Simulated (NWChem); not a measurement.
# the pair AlNH2ClF···BH3O, step by step

Aim: the energy (singlet AlBNH5ClOF, B97-D/def2-SVP), then the energy (singlet AlNH2ClF, B97-D/def2-SVP), then the energy (singlet BH3O, B97-D/def2-SVP), then a single-point energy (singlet AlNH2ClF, B97-D/def2-SVP), then the energy (singlet BH3O, B97-D/def2-SVP) of AlBClFH5NO and its partners. 

Program for the calculation: NWChem 7.3.0.

### 1 The molecule

AlBNH5ClOF: 11 atoms, total charge 0, spin state singlet. The two molecules were placed rigidly side by side, at 0.9 times their contact distance; the pair isn't optimised.

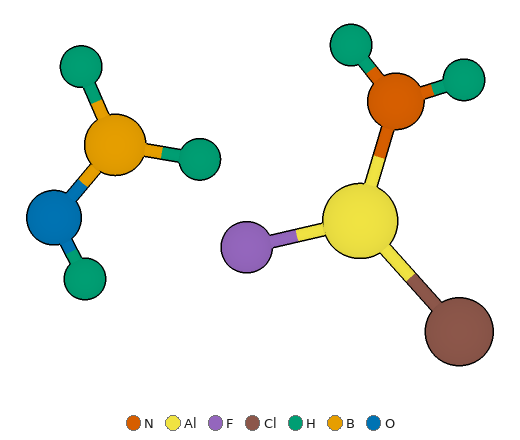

The structure, seen from a chosen angle (nitrogen orange, aluminium yellow, fluorine purple, chlorine brown, hydrogen teal, boron amber, oxygen blue).

### 2 The energy at B97-D/def2-SVP (run 1)

The input, calc.nw:

```
start calc
title "AlBClFH5NO"
memory 2200 mb
charge 0

geometry units angstrom noautosym nocenter noautoz
  N     -0.119320     0.993250    -0.018120
  Al     0.145480    -0.728450     0.099980
  F      1.034780    -1.334850     1.338780
  Cl    -0.648120    -2.038750    -1.305920
  H      0.239280     1.672150     0.632480
  H     -0.652120     1.436650    -0.747220
  B      3.721670     0.088770     1.691140
  O      4.127750    -1.057110     2.272880
  H      4.094400     1.109390     2.191490
  H      3.018540     0.065600     0.716870
  H      3.801530    -1.846610     1.833340
end

basis spherical bse
  * library def2-SVP
end

dft
  xc becke97-d
  grid fine
  convergence energy 1e-08
  iterations 100
  mulliken
  noprint "final vectors analysis"
end

task dft
```

Launch:

```
$ nwchem calc.nw > calc.out
```

Standard output:

```text
[...]
          Wavefunction type:  closed shell.
          No. of atoms     :    11
          No. of electrons :    64
[...]
          Charge           :     0
          Spin multiplicity:     1
[...]
          AO basis - number of functions:   117
[...]
              XC Information
              --------------
                   Becke 97-D Method XC Functional
                  Becke 1997-D Exchange Functional  1.000
                Becke 1997-D Correlation Potential  1.000
[...]
 d= 0,ls=0.0,diis     1   -959.8484338228 -1.28D+03  1.59D-02  1.05D+00     2.2
[...]
 d= 0,ls=0.0,diis    11   -959.9731461465 -1.60D-09  1.45D-07  5.70D-10    20.4
         Total DFT energy =     -959.973146146545
      One electron energy =    -1962.482206362595
           Coulomb energy =      762.365938351656
    Exchange-Corr. energy =      -78.879185526263
 Nuclear repulsion energy =      319.032117985635
    Dispersion correction =       -0.009810594978
[...]
      Total Density - Mulliken Population Analysis
     ---------------------------------------------
    Atom       Charge   Shell Charges
 -----------   ------   -------------------------------------------------------
    1 N    7     7.40   1.99  0.98  0.43  2.48  1.52  0.01
    2 Al  13    12.18   2.00  1.98  0.68 -0.02  5.93  0.81  0.42  0.37
    3 F    9     9.38   1.99  1.12  0.81  3.37  2.09  0.00
    4 Cl  17    17.28   2.00  1.98  1.28  0.67  5.93  2.18  3.22  0.01
    5 H    1     0.87   0.72  0.11  0.05
    6 H    1     0.88   0.72  0.11  0.05
    7 B    5     4.95   1.99  0.80  0.19  1.52  0.35  0.10
    8 O    8     8.09   1.99  1.09  0.56  2.91  1.53  0.01
    9 H    1     1.05   0.76  0.28  0.01
   10 H    1     1.10   0.77  0.32  0.01
[...]
```

Wall time 21 s (1 thread of Intel Xeon Platinum 8488C (Sapphire Rapids), shared host); peak memory 0.12 GiB.

### 3 AlNH2ClF: a single-point energy at B97-D/def2-SVP (run 2)

The input, alclfh2n.nw:

```
start alclfh2n
title "AlClFH2N energy"
memory total 2200 mb

geometry units angstrom noautosym nocenter noautoz
N       -0.119320       0.993250      -0.018120
Al       0.145480      -0.728450       0.099980
F        1.034780      -1.334850       1.338780
Cl      -0.648120      -2.038750      -1.305920
H        0.239280       1.672150       0.632480
H       -0.652120       1.436650      -0.747220
end

basis spherical bse
* library def2-SVP
end

dft
xc becke97-d
grid fine
convergence energy 1e-08
maxiter 100
mulliken
print low
end

task dft energy
```

Launch:

```
$ nwchem alclfh2n.nw > alclfh2n.out
```

Standard output:

```text
[...]
 d= 0,ls=0.0,diis     1   -858.1138353081 -1.06D+03  1.94D-02  7.21D-01     0.9
[...]
 d= 0,ls=0.0,diis    11   -858.1946797224 -4.34D-10  1.65D-07  3.40D-10     7.5
         Total DFT energy =     -858.194679722444
      One electron energy =    -1582.405072910059
           Coulomb energy =      591.714424992752
    Exchange-Corr. energy =      -65.163696413742
 Nuclear repulsion energy =      197.663480820821
    Dispersion correction =       -0.003816212216
[...]
      Total Density - Mulliken Population Analysis
     ---------------------------------------------
    Atom       Charge   Shell Charges
 -----------   ------   -------------------------------------------------------
    1 N    7     7.40   1.99  0.98  0.43  2.48  1.53  0.01
    2 Al  13    12.17   2.00  1.98  0.68 -0.03  5.93  0.81  0.42  0.37
    3 F    9     9.38   1.99  1.12  0.81  3.37  2.09  0.00
    4 Cl  17    17.29   2.00  1.98  1.27  0.68  5.93  2.18  3.23  0.01
    5 H    1     0.88   0.72  0.11  0.05
    6 H    1     0.88   0.72  0.11  0.05
[...]
```

Run time: 8.1 s. Hardware: 1 thread of Intel Xeon Platinum 8488C (Sapphire Rapids), shared host; peak memory 0.11 GiB.

### 4 BH3O: a single-point energy at B97-D/def2-SVP (run 3)

The input, bh3o.nw:

```
start bh3o
title "BH3O"
memory 2200 mb
charge 0

geometry units angstroms noautosym nocenter noautoz
  B        3.721670       0.088770       1.691140
  O        4.127750      -1.057110       2.272880
  H        4.094400       1.109390       2.191490
  H        3.018540       0.065600       0.716870
  H        3.801530      -1.846610       1.833340
end

basis spherical bse
  * library def2-SVP
end

dft
  xc becke97-d
  grid fine
  convergence energy 1e-08
  iterations 100
  mulliken
  noprint "final vectors analysis"
end

task dft energy
```

Launch:

```
$ nwchem bh3o.nw > bh3o.out
```

Standard output:

```text
[...]
          Wavefunction type:  closed shell.
          No. of atoms     :     5
          No. of electrons :    16
[...]
          Charge           :     0
          Spin multiplicity:     1
[...]
          AO basis - number of functions:    43
[...]
              XC Information
              --------------
                   Becke 97-D Method XC Functional
                  Becke 1997-D Exchange Functional  1.000
                Becke 1997-D Correlation Potential  1.000
[...]
 d= 0,ls=0.0,diis     1   -101.7278151957 -1.32D+02  2.53D-02  3.36D-01     0.3
[...]
 d= 0,ls=0.0,diis     8   -101.7723536974  3.89D-09  3.64D-06  6.41D-08     1.9
         Total DFT energy =     -101.772353697407
      One electron energy =     -198.284819083824
           Coulomb energy =       79.827362546267
    Exchange-Corr. energy =      -13.717923539836
 Nuclear repulsion energy =       30.404734702091
    Dispersion correction =       -0.001708322106
[...]
      Total Density - Mulliken Population Analysis
     ---------------------------------------------
    Atom       Charge   Shell Charges
 -----------   ------   -------------------------------------------------------
    1 B    5     4.96   1.99  0.80  0.20  1.52  0.36  0.10
    2 O    8     8.09   1.99  1.09  0.56  2.91  1.53  0.01
    3 H    1     1.05   0.76  0.27  0.01
    4 H    1     1.07   0.76  0.30  0.01
    5 H    1     0.82   0.70  0.05  0.07
[...]
```

Run time: 2.4 s. Hardware: 1 thread of Intel Xeon Platinum 8488C (Sapphire Rapids), shared host; peak memory 0.11 GiB.

### 5 AlNH2ClF among ghost functions: a single-point energy at B97-D/def2-SVP (with ghost functions) (run 4)

The input, work.nw:

```
start work
title "AlClFH2N B97-D"
memory 2200 mb

geometry units atomic noautosym nocenter noautoz
  N   -0.22548212   1.87697047  -0.03424184
  Al   0.27491736  -1.37657100   0.18893482
  F    1.95545080  -2.52250092   2.52992754
  Cl  -1.22476930  -3.85267914  -2.46783114
  H    0.45217367   3.15990554   1.19521398
  H   -1.23232820   2.71487504  -1.41204115
  bqB      7.032937     0.167751     3.195791
  bqO      7.800317    -1.997648     4.295121
  bqH      7.737295     2.096443     4.141316
  bqH      5.704214     0.123966     1.354688
  bqH      7.183851    -3.489587     3.464510
end

basis "ao basis" spherical bse
  N library def2-SVP
  Al library def2-SVP
  F library def2-SVP
  Cl library def2-SVP
  H library def2-SVP
  bqB library B def2-SVP
  bqO library O def2-SVP
  bqH library H def2-SVP
end

dft
  xc becke97-d
  grid fine
  convergence energy 1e-08
  iterations 100
  mulliken
  print low
end

task dft energy
```

Launch:

```
$ nwchem work.nw > work.out
```

Standard output:

```text
[...]
 d= 0,ls=0.0,diis     1   -858.1164277002 -1.06D+03  1.25D-02  7.20D-01     2.1
[...]
 d= 0,ls=0.0,diis    11   -858.1976427281 -4.83D-10  1.07D-07  3.42D-10    20.0
         Total DFT energy =     -858.197642728143
      One electron energy =    -1582.313898051291
           Coulomb energy =      591.612532905093
    Exchange-Corr. energy =      -65.155927933737
 Nuclear repulsion energy =      197.663466564103
    Dispersion correction =       -0.003816212311
[...]
      Total Density - Mulliken Population Analysis
     ---------------------------------------------
    Atom       Charge   Shell Charges
 -----------   ------   -------------------------------------------------------
    1 N    7     7.40   1.99  0.98  0.43  2.48  1.52  0.01
    2 Al  13    12.17   2.00  1.98  0.68 -0.03  5.93  0.81  0.42  0.37
    3 F    9     9.37   1.99  1.12  0.81  3.36  2.08  0.00
    4 Cl  17    17.28   2.00  1.98  1.28  0.67  5.93  2.18  3.22  0.01
    5 H    1     0.87   0.72  0.11  0.05
    6 H    1     0.88   0.72  0.11  0.05
    7 X    0     0.02   0.00 -0.00  0.01 -0.00  0.02  0.00
    8 X    0    -0.00  -0.00  0.00 -0.00 -0.00 -0.00 -0.00
    9 X    0     0.00   0.00  0.00 -0.00
   10 X    0     0.00  -0.00  0.00  0.00
[...]
```

Wall time 21 s (1 thread of Intel Xeon Platinum 8488C (Sapphire Rapids), shared host); peak memory 0.12 GiB.

### 6 BH3O among ghost functions: the energy at B97-D/def2-SVP (with ghost functions) (run 5)

The input, a.nw:

```
START a
TITLE "BH3O"
memory total 2200 mb
GEOMETRY units angstroms noautosym nocenter noautoz
  B     3.721670    0.088770    1.691140
  O     4.127750   -1.057110    2.272880
  H     4.094400    1.109390    2.191490
  H     3.018540    0.065600    0.716870
  H     3.801530   -1.846610    1.833340
  bqN     -0.119320     0.993250    -0.018120
  bqAl     0.145480    -0.728450     0.099980
  bqF      1.034780    -1.334850     1.338780
  bqCl    -0.648120    -2.038750    -1.305920
  bqH      0.239280     1.672150     0.632480
  bqH     -0.652120     1.436650    -0.747220
END
BASIS spherical bse
  B library def2-SVP
  O library def2-SVP
  H library def2-SVP
  bqN library N def2-SVP
  bqAl library Al def2-SVP
  bqF library F def2-SVP
  bqCl library Cl def2-SVP
  bqH library H def2-SVP
END
DFT
  xc becke97-d
  grid fine
  convergence energy 1e-08
  iterations 100
  mulliken
  noprint "final vectors analysis"
END
TASK dft energy
```

Launch:

```
$ nwchem a.nw > a.out
```

Standard output:

```text
[...]
          Wavefunction type:  closed shell.
          No. of atoms     :    11
          No. of electrons :    16
[...]
          Charge           :     0
          Spin multiplicity:     1
[...]
          AO basis - number of functions:   117
[...]
              XC Information
              --------------
                   Becke 97-D Method XC Functional
                  Becke 1997-D Exchange Functional  1.000
                Becke 1997-D Correlation Potential  1.000
[...]
 d= 0,ls=0.0,diis     1   -101.7280733844 -1.32D+02  9.34D-03  3.37D-01     1.8
[...]
 d= 0,ls=0.0,diis     8   -101.7726458315  3.89D-09  1.35D-06  6.47D-08    12.5
         Total DFT energy =     -101.772645831514
      One electron energy =     -198.278999984549
           Coulomb energy =       79.820370066304
    Exchange-Corr. energy =      -13.717042293254
 Nuclear repulsion energy =       30.404734702091
    Dispersion correction =       -0.001708322106
[...]
      Total Density - Mulliken Population Analysis
     ---------------------------------------------
    Atom       Charge   Shell Charges
 -----------   ------   -------------------------------------------------------
    1 B    5     4.97   1.99  0.80  0.21  1.52  0.36  0.10
    2 O    8     8.09   1.99  1.09  0.56  2.91  1.53  0.01
    3 H    1     1.05   0.76  0.27  0.01
    4 H    1     1.06   0.77  0.28  0.01
    5 H    1     0.82   0.70  0.05  0.07
    6 X    0    -0.00  -0.00  0.00 -0.00  0.00 -0.00  0.00
    7 X    0     0.01   0.00  0.00 -0.00  0.01  0.00 -0.00  0.01 -0.00
    8 X    0     0.00   0.00 -0.00 -0.00 -0.00  0.00  0.00
    9 X    0     0.00   0.00  0.00 -0.00  0.00 -0.00  0.00 -0.00 -0.00
   10 X    0    -0.00   0.00 -0.00  0.00
[...]
```

It took 13 s on 1 thread of Intel Xeon Platinum 8488C (Sapphire Rapids), shared host; peak memory 0.12 GiB.

### 7 Summary of results

```
                                                                                                                    quantity          value
                                                                                         run 1, B97-D/def2-SVP: total energy  -959.97315 Eh
                                                                                        run 1, B97-D/def2-SVP: dipole moment         1.75 D
                                                                                    run 1, B97-D/def2-SVP: dispersion energy  -25.76 kJ/mol
                                                                                                      AlNH2ClF: total energy  -858.19468 Eh
                                                                                                 AlNH2ClF: dispersion energy  -10.02 kJ/mol
                                                                                                          BH3O: total energy  -101.77235 Eh
                                                                                                         BH3O: dipole moment         1.72 D
                                                                                                     BH3O: dispersion energy   -4.49 kJ/mol
                                                                                AlNH2ClF among ghost functions: total energy  -858.19764 Eh
                                                                           AlNH2ClF among ghost functions: dispersion energy  -10.02 kJ/mol
                                                                                    BH3O among ghost functions: total energy  -101.77265 Eh
                                                                                   BH3O among ghost functions: dipole moment         1.69 D
                                                                               BH3O among ghost functions: dispersion energy   -4.49 kJ/mol
              interaction energy of the rigid parts AlNH2ClF and BH3O (parts in their own basis; closest atoms 2.51 Å apart)      -0.166 eV
interaction energy of the rigid parts AlNH2ClF and BH3O (parts in the whole basis, counterpoise; closest atoms 2.51 Å apart)      -0.078 eV
```

**Reading.** The interaction energy of the rigid parts AlNH2ClF and BH3O (parts in their own basis; closest atoms 2.51 Å apart) is −0.17 eV (−16.0 kJ/mol): the parts attract. Without counterpoise this holds the superposition error of the basis. The interaction energy of the rigid parts AlNH2ClF and BH3O (parts in the whole basis, counterpoise; closest atoms 2.51 Å apart) is −0.08 eV (−7.5 kJ/mol): the parts attract. The basis-set superposition error is 8.5 kJ/mol. Mulliken charges (run 1, B97-D/def2-SVP) run from -0.40 on N1 to +0.82 on Al2. Mulliken charges (BH3O) run from -0.09 on O2 to +0.18 on H5; they depend strongly on the basis.
